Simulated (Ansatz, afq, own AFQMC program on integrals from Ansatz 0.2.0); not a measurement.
# AlH₄O (doublet): quantum Monte Carlo beside coupled cluster at distance Al1–H4 along a hydrogen transfer = 1.682 Å, cc-pVTZ

How near does AFQMC come to the top of the ladder for AlH₄O (doublet)?

The runs use Ansatz 0.2.0, Gaussian basis, and an in-house AFQMC program (afq) on its integrals; all values are calculated; cc-pVTZ, frozen cores.

Plan: PBE (unrestricted); CCSD(T) on UHF; r2SCAN (unrestricted); PBE0 (unrestricted); B3LYP (unrestricted); wB97M-V (unrestricted); B2PLYP (unrestricted); Phaseless AFQMC, CISD trial on UHF.

## 1. What is computed

The geometry derives from fragments relaxed apart (PBE0/def2-TZVP) and kept rigid, so it is no stationary point. A hydrogen atom is moved between rigid fragments.

6 atoms, charge 0, spin multiplicity 2.

Atoms are counted from 1 here; the program's logs count them from 0.

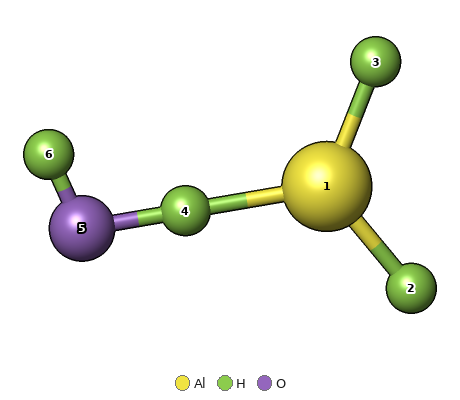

The geometry (aluminium yellow, hydrogen green, oxygen purple); atoms are numbered from 1 in the order of the file.

## 2. PBE (unrestricted)

in.yaml

```yaml
crystal:
  periodic: [false, false, false]
  atoms:
    - {symbol: Al, position_ang: [-1.060908, 0.020152, 0.000000]}
    - {symbol: H, position_ang: [-1.853831, 1.393537, 0.000000]}
    - {symbol: H, position_ang: [-1.853832, -1.353232, 0.000000]}
    - {symbol: H, position_ang: [0.621092, 0.020152, 0.000000]}
    - {symbol: O, position_ang: [1.851092, 0.020152, 0.000000]}
    - {symbol: H, position_ang: [2.102951, -0.919798, 0.000000]}
basis:
  gaussian: {orbitals: cc-pVTZ}
magnetization: {spin_polarized: true, initial_magnetization: 1}
hamiltonian: {xc: {name: PBE}}
output: {orbitals: {seedname: orbitals}}
```

On the command line:

```console
> ansatz run in.yaml --threads 1 --pin off --events-out ev --progress --plain --max-ram 5632MiB --backend cpu
```

Standard output:

```text
Functional definition: PBE
  name "PBE"
  cite "Perdew, Burke & Ernzerhof, Phys. Rev. Lett. 77, 3865 (1996) doi:10.1103/PhysRevLett.77.3865"
  parent pbe
  parameter kappa = 0.804
  parameter beta = 0.06672455060314922
  exchange = pbe_x(kappa = kappa, mu = beta*pi^2/3)
  correlation = pbe_c(beta = beta)
680 factors; their error is unknown
mean field evaluation 1: about -8694.9032 eV, gradient 4.2e1 eV
mean field evaluation 2: about -8583.0530 eV, gradient 1.3e2 eV
mean field evaluation 4: about -8700.9061 eV, gradient 7.6e0 eV
mean field evaluation 8: about -8701.3385 eV, gradient 4.2e-2 eV
mean field evaluation 16: about -8701.3262 eV, gradient 4.0e-5 eV
mean field -8701.32622526 eV, -319.7678408075 hartree, gradient 4.0e-5 eV, S^2 0.752293; 0 other end points of the search recorded, 0 dependent functions left out
reference -8701.32626935 eV, -319.7678424280 hartree; 13, 12 occupied and 107, 108 virtual orbitals, 680 factors
Total energy: -8701.32626935 eV, -319.7678424280 hartree
```

Run time: 1.7 s. Hardware: 1 thread of AMD EPYC 7R13 (Zen 3), shared host; peak memory 1.7 GiB.

From the report: ⟨S²⟩ of the determinant 0.752 (pure doublet: 0.75).

## 3. CCSD(T) on UHF

Edit in.yaml of step 2 so:

```diff
@@ -12,3 +12,2 @@
 magnetization: {spin_polarized: true, initial_magnetization: 1}
-hamiltonian: {xc: {name: PBE}}
-output: {orbitals: {seedname: orbitals}}
+correlation: {method: ccsd_t, electrons: outside_noble_gas, hamiltonian_folder: ham}
```

On the command line:

```console
> ansatz run in.yaml --threads 1 --pin off --events-out ev --progress --plain --max-ram 16896MiB --backend cuda --devices 0, --max-vram 18GiB
```

Standard output, shortened:

```text
Functional definition: HF
  name "HF"
  cite "Fock, Z. Phys. 61, 126 (1930) doi:10.1007/BF01340294"
  parent pbe
[...]
710 factors; integrals over basis functions are off by at most 1.6e-3 eV
[...]
mean field -8681.42841989 eV, -319.0366099475 hartree, gradient 3.0e-6 eV, S^2 0.783271; 9 other end points of the search recorded, 0 dependent functions left out
determinant -8681.42841989 eV, -319.0366099475 hartree, with singles and doubles -8691.57744697 eV, -319.4095798133 hartree
determinant -8679.19995895 eV, -318.9547155185 hartree, with singles and doubles -8688.76848448 eV, -319.3063523460 hartree
determinant -8678.57877635 eV, -318.9318874790 hartree, with singles and doubles -8689.12825520 eV, -319.3195736761 hartree
determinant -8678.57557711 eV, -318.9317699089 hartree, with singles and doubles -8689.14327184 eV, -319.3201255272 hartree
determinant -8676.65534318 eV, -318.8612026138 hartree, with singles and doubles -8685.81544208 eV, -319.1978300394 hartree
6 core orbitals not correlated: weight in the atoms' cores, before any rotation towards them, 1.000 or more for the frozen orbitals, at most 0.000 for the correlated occupied ones
reference -8681.42841989 eV, -319.0366099475 hartree; 7, 6 occupied and 107, 108 virtual orbitals, 710 factors
second order -9.22600596 eV of doubles, -0.00000000 eV of singles
cycle   1  -9.99359542 eV  change   -8.6e-1 eV  update   2.4e-2
[...]
cycle  10  -10.02151147 eV  change    5.2e-6 eV  update   1.2e-5
perturbative correction -0.31110324 eV, -0.0114328331 hartree
Total energy: -8691.76103460 eV, -319.4163265343 hartree
```

Wall time 4.3 s (1 × NVIDIA H100 80GB HBM3 with 1 thread of AMD EPYC 7R13 (Zen 3), shared host); peak host memory 1.7 GiB.

From the report: ⟨S²⟩ of the determinant 0.783 (pure doublet: 0.75); correlation -10.3326 eV; T1 0.022; largest double amplitude 0.03.

This run also writes the integrals to the folder ham.

## 4. r2SCAN (unrestricted)

Edit in.yaml of step 3 so:

```diff
@@ -12,2 +12,2 @@
 magnetization: {spin_polarized: true, initial_magnetization: 1}
-correlation: {method: ccsd_t, electrons: outside_noble_gas, hamiltonian_folder: ham}
+hamiltonian: {xc: {name: r2SCAN}}
```

On the command line:

```console
> ansatz run in.yaml --threads 1 --pin off --events-out ev --progress --plain --max-ram 5632MiB --backend cpu
```

Standard output:

```text
Functional definition: r2SCAN
  name "r2SCAN"
  cite "Furness, Kaplan, Ning, Perdew & Sun, J. Phys. Chem. Lett. 11, 8208 (2020) doi:10.1021/acs.jpclett.0c02405"
  cite "Furness, Kaplan, Ning, Perdew & Sun, J. Phys. Chem. Lett. 11, 9248 (2020) doi:10.1021/acs.jpclett.0c03077"
  parent r2scan
  parameter k0 = 0.174
  parameter k1 = 0.065
  parameter a1 = 4.9479
  exchange = r2scan_x(k0 = k0, k1 = k1, a1 = a1)
  correlation = r2scan_c
680 factors; their error is unknown
mean field evaluation 1: about -8700.1237 eV, gradient 3.9e1 eV
mean field evaluation 2: about -8609.1874 eV, gradient 1.1e2 eV
mean field evaluation 4: about -8705.4635 eV, gradient 4.0e0 eV
mean field evaluation 8: about -8705.5862 eV, gradient 2.2e-1 eV
mean field evaluation 16: about -8705.5726 eV, gradient 2.4e-4 eV
mean field -8705.57261777 eV, -319.9238928541 hartree, gradient 7.6e-5 eV, S^2 0.756183; 0 other end points of the search recorded, 0 dependent functions left out
reference -8705.57263470 eV, -319.9238934760 hartree; 13, 12 occupied and 107, 108 virtual orbitals, 680 factors
Total energy: -8705.57263470 eV, -319.9238934760 hartree
```

Run time: 3.8 s. Hardware: 1 thread of AMD EPYC 7R13 (Zen 3), shared host; peak memory 1.7 GiB.

From the report: ⟨S²⟩ of the determinant 0.756 (pure doublet: 0.75).

## 5. PBE0 (unrestricted)

Edit in.yaml of step 4 so:

```diff
@@ -12,2 +12,3 @@
 magnetization: {spin_polarized: true, initial_magnetization: 1}
-hamiltonian: {xc: {name: r2SCAN}}
+hamiltonian: {xc: {name: PBE0}}
+output: {orbitals: {seedname: orbitals}}
```

The command is unchanged.

Standard output:

```text
Functional definition: PBE0
  name "PBE0"
  cite "Adamo & Barone, J. Chem. Phys. 110, 6158 (1999) doi:10.1063/1.478522"
  cite "Perdew, Burke & Ernzerhof, Phys. Rev. Lett. 77, 3865 (1996) doi:10.1103/PhysRevLett.77.3865"
  parent pbe
  parameter a = 0.25
  parameter kappa = 0.804
  parameter beta = 0.06672455060314922
  exchange = (1 - a)*pbe_x(kappa = kappa, mu = beta*pi^2/3) + a*exact_x
  correlation = pbe_c(beta = beta)
692 factors; their error is unknown
mean field evaluation 1: about -8697.1865 eV, gradient 3.6e1 eV
mean field evaluation 2: about -8634.8012 eV, gradient 1.0e2 eV
mean field evaluation 4: about -8701.8236 eV, gradient 1.9e0 eV
mean field evaluation 8: about -8701.8736 eV, gradient 1.7e-1 eV
mean field evaluation 16: about -8701.8737 eV, gradient 6.2e-5 eV
mean field -8701.87374404 eV, -319.7879617515 hartree, gradient 6.2e-5 eV, S^2 0.755964; 0 other end points of the search recorded, 0 dependent functions left out
reference -8701.87377706 eV, -319.7879629649 hartree; 13, 12 occupied and 107, 108 virtual orbitals, 692 factors
Total energy: -8701.87377706 eV, -319.7879629649 hartree
```

It took 2.2 s on 1 thread of AMD EPYC 7R13 (Zen 3), shared host; peak memory 2.1 GiB.

From the report: ⟨S²⟩ of the determinant 0.756 (pure doublet: 0.75).

## 6. B3LYP (unrestricted)

Edit in.yaml of step 5 so:

```diff
@@ -12,3 +12,2 @@
 magnetization: {spin_polarized: true, initial_magnetization: 1}
-hamiltonian: {xc: {name: PBE0}}
-output: {orbitals: {seedname: orbitals}}
+hamiltonian: {xc: {name: B3LYP}}
```

The command is unchanged.

Standard output, shortened:

```text
Functional definition: B3LYP
  name "B3LYP"
  cite "Stephens, Devlin, Chabalowski & Frisch, J. Phys. Chem. 98, 11623 (1994) doi:10.1021/j100096a001"
  cite "Becke, Phys. Rev. A 38, 3098 (1988) doi:10.1103/PhysRevA.38.3098"
  cite "Lee, Yang & Parr, Phys. Rev. B 37, 785 (1988) doi:10.1103/PhysRevB.37.785"
  cite "Vosko, Wilk & Nusair, Can. J. Phys. 58, 1200 (1980) doi:10.1139/p80-159"
[...]
692 factors; their error is unknown
[...]
mean field -8708.21506030 eV, -320.0210008258 hartree, gradient 1.1e-5 eV, S^2 0.754748; 0 other end points of the search recorded, 0 dependent functions left out
reference -8708.21530469 eV, -320.0210098068 hartree; 13, 12 occupied and 107, 108 virtual orbitals, 692 factors
Total energy: -8708.21530469 eV, -320.0210098068 hartree
```

Run time: 2.1 s. Hardware: 1 thread of AMD EPYC 7R13 (Zen 3), shared host; peak memory 2.1 GiB.

From the report: ⟨S²⟩ of the determinant 0.755 (pure doublet: 0.75).

## 7. wB97M-V (unrestricted)

Edit in.yaml of step 6 so:

```diff
@@ -12,2 +12,3 @@
 magnetization: {spin_polarized: true, initial_magnetization: 1}
-hamiltonian: {xc: {name: B3LYP}}
+hamiltonian: {xc: {name: wB97M-V}}
+output: {orbitals: {seedname: orbitals}}
```

Same command.

Standard output, shortened:

```text
Functional definition: wB97M-V
  name "wB97M-V"
  cite "Mardirossian & Head-Gordon, J. Chem. Phys. 144, 214110 (2016) doi:10.1063/1.4952647"
  cite "Becke, J. Chem. Phys. 107, 8554 (1997) doi:10.1063/1.475007"
  cite "Vydrov & Van Voorhis, J. Chem. Phys. 133, 244103 (2010) doi:10.1063/1.3521275"
  # Of w^i u^j: cxij and so on, Table III.
[...]
  gx(w, u) = 1 - cx + cx01*u + cx10*w
  gss(w, u) = css00 + css04*u^4 + css10*w + css20*w^2 + css43*w^4*u^3
  gos(w, u) = cos00 + cos10*w + (cos20 + cos21*u)*w^2 + (cos60 + cos61*u)*w^6
[...]
      + integral(e_c_pw_mod_opposite_spin*gos(b97_w_opposite, b97_u_opposite)) + vv10(b, c)
680 factors; their error is unknown
174 factors; integrals over basis functions are off by at most 2.2e-5 eV
[...]
mean field -8705.68740565 eV, -319.9281112307 hartree, gradient 4.1e-5 eV, S^2 0.755172; 0 other end points of the search recorded, 0 dependent functions left out
reference -8705.68745621 eV, -319.9281130889 hartree; 13, 12 occupied and 107, 108 virtual orbitals, 680 factors
Total energy: -8705.68745621 eV, -319.9281130889 hartree
```

Run time: 7 s. Hardware: 1 thread of AMD EPYC 7R13 (Zen 3), shared host; peak memory 2.1 GiB.

From the report: ⟨S²⟩ of the determinant 0.755 (pure doublet: 0.75).

## 8. B2PLYP (unrestricted)

Edit in.yaml of step 7 so:

```diff
@@ -12,3 +12,3 @@
 magnetization: {spin_polarized: true, initial_magnetization: 1}
-hamiltonian: {xc: {name: wB97M-V}}
-output: {orbitals: {seedname: orbitals}}
+hamiltonian: {xc: {name: B2PLYP}}
+correlation: {electrons: outside_noble_gas}
```

The command is unchanged.

Standard output, shortened:

```text
Functional definition: B2PLYP
  name "B2PLYP"
  cite "Grimme, J. Chem. Phys. 124, 034108 (2006) doi:10.1063/1.2148954"
  cite "Becke, Phys. Rev. A 38, 3098 (1988) doi:10.1103/PhysRevA.38.3098"
  cite "Lee, Yang & Parr, Phys. Rev. B 37, 785 (1988) doi:10.1103/PhysRevB.37.785"
[...]
710 factors; integrals over basis functions are off by at most 1.6e-3 eV
[...]
mean field -8699.57882427 eV, -319.7036250058 hartree, gradient 3.3e-6 eV, S^2 0.763343; 0 other end points of the search recorded, 0 dependent functions left out
6 core orbitals not correlated: weight in the atoms' cores, before any rotation towards them, 1.000 or more for the frozen orbitals, at most 0.000 for the correlated occupied ones
reference -8699.57897857 eV, -319.7036306761 hartree; 7, 6 occupied and 107, 108 virtual orbitals, 710 factors
second order -11.36584343 eV of doubles, -0.00000000 eV of singles
Total energy: -8702.64775630 eV, -319.8164061775 hartree
```

Wall time 3.3 s (1 thread of AMD EPYC 7R13 (Zen 3), shared host); peak memory 2.1 GiB.

From the report: ⟨S²⟩ of the determinant 0.763 (pure doublet: 0.75).

## 9. Phaseless AFQMC, CISD trial on UHF

It reads the integrals that the CCSD(T) run on this determinant wrote.

On the command line:

```console
> afq ham --method phaseless --trial cisd --walkers 600 --populations 10 --least-time 60 --time-step 0.005 --steps-per-block 50 --equilibration-blocks 28 --max-blocks 4000 --target-error 0.00021 --factor-cut 1e-05 --start spin_pure --seed 9735 --release-times 0.24,0.51,0.99,1.62,2.4 --release-step 0.03 --release-every 3 --taylor-order 6
```

Standard output:

```text
orbitals 114  electrons 7 6  factors 705 of 710
reference energy -319.03660995 Eh
CCSD correlation -0.36828398 Eh in 13 cycles, weight of the determinant in the CISD state 0.8677
energy of the start -319.402734 Eh
 block  time / (1/Eh)  mean weight  energy / Eh
     1     0.250  0.9997  -319.400523
     2     0.500  0.9997  -319.404145
     3     0.750  1.0008  -319.407108
     4     1.000  1.0000  -319.409493
     5     1.250  1.0003  -319.413541
     6     1.500  0.9996  -319.414125
     7     1.750  0.9994  -319.413518
     8     2.000  1.0007  -319.416726
     9     2.250  1.0007  -319.417047
    10     2.500  0.9987  -319.416480
    15     3.750  1.0014  -319.421786
    22     5.500  1.0004  -319.420435
    29     7.250  0.9996  -319.417828
    36     9.000  1.0006  -319.416791
    43    10.750  0.9991  -319.417146
    50    12.500  0.9984  -319.416367
    57    14.250  0.9995  -319.416330
    64    16.000  1.0012  -319.418010
    71    17.750  0.9994  -319.417304
    78    19.500  0.9995  -319.424240
    85    21.250  1.0009  -319.416935
    92    23.000  0.9999  -319.419897
    99    24.750  1.0011  -319.420014
   106    26.500  0.9996  -319.414967
   113    28.250  0.9994  -319.413249
   120    30.000  0.9997  -319.415578
   127    31.750  0.9999  -319.418813
   134    33.500  1.0002  -319.415884
   141    35.250  0.9987  -319.416791
   148    37.000  1.0012  -319.419305
   155    38.750  0.9997  -319.413711
   162    40.500  1.0011  -319.413156
   169    42.250  1.0008  -319.419878
   176    44.000  0.9992  -319.415514
   183    45.750  1.0006  -319.418223
   190    47.500  0.9996  -319.413597
   197    49.250  0.9998  -319.422622
   204    51.000  1.0000  -319.417392
   211    52.750  0.9998  -319.417196
   218    54.500  0.9998  -319.415121
   225    56.250  0.9990  -319.414610
   232    58.000  1.0001  -319.417463
   239    59.750  1.0001  -319.417169
   246    61.500  1.0004  -319.415689
   253    63.250  0.9997  -319.422054
   260    65.000  0.9997  -319.417619
   267    66.750  1.0009  -319.422419
   274    68.500  0.9994  -319.413367
   281    70.250  1.0000  -319.420266
   288    72.000  1.0007  -319.419379
error from the spread of 10 populations
released: time / (1/Eh)  energy / Eh  error  mean overlap
  0.24  -319.417710  0.000117  0.9924
  0.51  -319.417905  0.000194  0.9853
  0.99  -319.418048  0.000227  0.9728
  1.62  -319.418207  0.000327  0.9636
  2.40  -319.417714  0.000422  0.9606
energy -319.417446 +/- 0.000187 Eh
```

Wall time 3.8 min (1 × NVIDIA H100 80GB HBM3 with 2 threads of AMD EPYC 7R13 (Zen 3), shared host); peak host memory 2.1 GiB.

Energy -8691.7915 ± 0.0051 eV. Caveats: constraint bias not in the error.

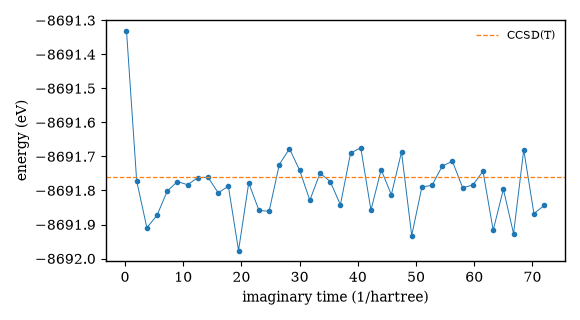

Block energies along the walk.

## 10. All levels side by side

On the UHF determinant, counted from CCSD(T) (a yardstick, not exact):

| level | energy (eV) | from CCSD(T) (kJ/mol) | statistical error (kJ/mol) | time |
| --- | --- | --- | --- | --- |
| HF | -8681.4284 | +996.9 |  |  |
| MP2 | -8690.6544 | +106.8 |  |  |
| CCSD | -8691.4499 | +30.0 |  |  |
| CCSD(T) | -8691.7610 | 0.0 |  |  |
| Phaseless AFQMC, CISD trial, step 0.005, 600 walkers | -8691.7915 | -2.9 | 0.5 | 3.8 min |

The functionals' totals stand on their own zeros and serve differences with other points: PBE -8701.326 eV; r2SCAN -8705.573 eV; PBE0 -8701.874 eV; B3LYP -8708.215 eV; wB97M-V -8705.687 eV; B2PLYP -8702.648 eV.

## 11. Summary of results

| quantity | value |
| --- | --- |
| Phaseless AFQMC, CISD trial on UHF from CCSD(T) | -2.9 ± 0.5 kJ/mol |

In words: On UHF the phaseless walk with the CISD trial lies -2.9 kJ/mol from CCSD(T), 6 times its error bar. Error bars are statistical and leave out the constraint, the time step and what remains of the start.
